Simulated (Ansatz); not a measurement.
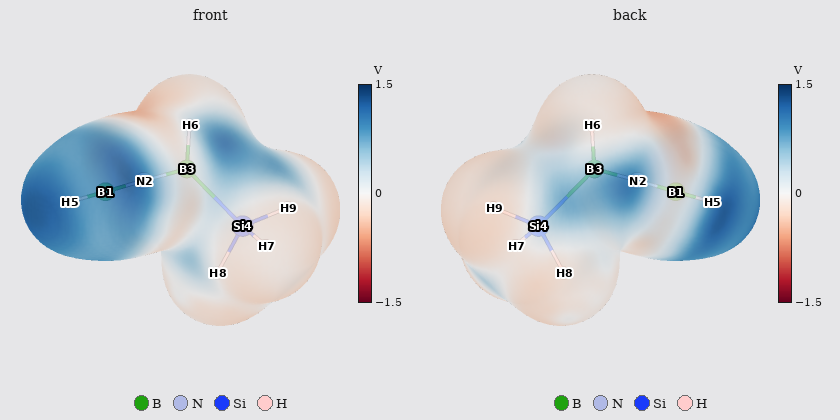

B₂H₅NSi. The molecular electrostatic potential painted on the density surface at 0.002 e/bohr³, seen from the front and from behind; the colour scale runs from red (negative) to blue (positive).

The calculation used RKS r2SCANh-D4/def2-SVP in Ansatz.

```xyz
9

B     0.8748    0.8931   -2.1694
N     0.6959    0.7635   -0.9295
B     0.4821    0.6022    0.4425
Si   -0.7868   -0.8536    1.0846
H     1.0460    1.0186   -3.3289
H     1.0617    1.3348    1.2159
H    -2.1323   -0.6903    0.4479
H    -0.2659   -2.1956    0.6704
H    -0.9755   -0.8727    2.5665
```

Where is the surface potential most negative and most positive?

The most negative region (about −0.5 V, or −12 kcal/mol for a unit charge) lies over N2, the most positive (about +1.3 V, or +30 kcal/mol for a unit charge) over B1 and H5.
